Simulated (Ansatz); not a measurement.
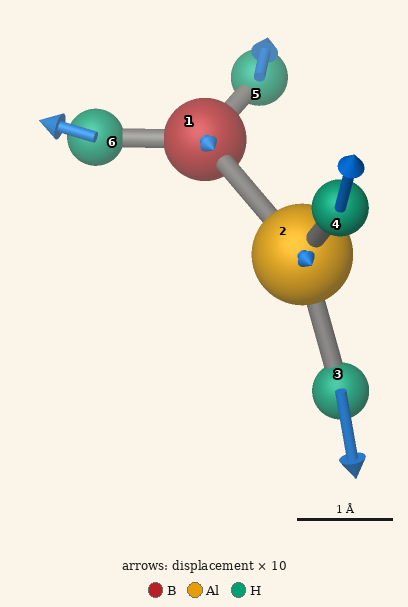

A relaxation of AlBH$_{4}$. The starting structure is drawn; blue arrows show the displacements, magnified 10 times. The two geometries are superimposed by the best rigid fit.

The picture is a ball-and-stick view, seen from a free direction.

It is one of the separated reactants of a reaction.

All numbers below come from RKS PBE-D4/def2-SVP (Ansatz 0.2.0).

Input
```yaml
crystal:
  periodic: [false, false, false]
  atoms:
    - {symbol: B, position_ang: [0.033071, 0.999810, -0.037134]}
    - {symbol: Al, position_ang: [-0.036883, -1.112451, 0.041162]}
    - {symbol: H, position_ang: [-1.251241, -1.914771, -0.397036]}
    - {symbol: H, position_ang: [1.123019, -1.958335, 0.540669]}
    - {symbol: H, position_ang: [0.414946, 1.545574, -0.974584]}
    - {symbol: H, position_ang: [-0.309516, 1.637209, 0.856654]}
basis:
  gaussian: {orbitals: def2-SVP}
hamiltonian: {xc: pbe, dispersion: d4}
relax: {f_tol: 0.03, max_steps: 250}
```

Launched with:
```bash
ansatz run in.yaml --threads 2 --pin off --events-out ev --progress --plain --max-ram 4352MiB
```

**Atoms of which element are displaced furthest, and by how much?**

Hydrogen: up to 0.10 Å, against 0.02 Å for aluminium.

**Describe the change and its energy.**

The largest moves after the best rigid fit, 0.10 Å, are those of H3 and H4. By element the largest moves are H 0.10 Å, Al 0.02 Å, B 0.02 Å. Among the contacts that change: Al2–H3 1.520 → 1.610 Å, B1–H5 1.150 → 1.222 Å. Among the angles between lasting bonds that change: H5–B1–H6 118.0° → 114.1°, H3–Al2–H4 114.2° → 117.4°. After 3 geometry steps the energy has fallen by 24.0 kJ/mol. Largest force component: 2 eV/Å at the start, 0.0034 eV/Å at the end.
